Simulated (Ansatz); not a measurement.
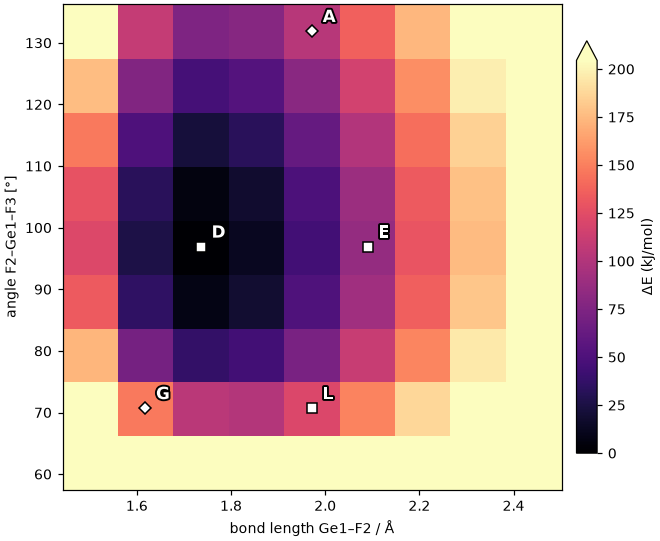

GeF2. The first coordinate is: bond length Ge1–F2; the second: angle F2–Ge1–F3. Nothing is relaxed (all other coordinates rigid). The scan uses a 9 × 9 grid. Points are written as (first, second). All energies are given in kJ/mol relative to the lowest grid point. Level of theory: RKS wB97X-V/def2-TZVP (Ansatz 0.2.0).

The picture shows one coloured cell a grid point, one colour for all values above the top of the scale, lettered points.

Q: What kind of point is each of D, E, G, L: minimum, saddle, maximum or slope?

A: D: minimum; E: on a slope; G: on a slope; L: on a slope. (In these two coordinates alone; a stationary point may lie a little off the grid point.)

Q: Rank the lettered points by energy, lowest first.

A: D (0 kJ/mol), E (86 kJ/mol), A (103 kJ/mol), L (121 kJ/mol), G (147 kJ/mol).
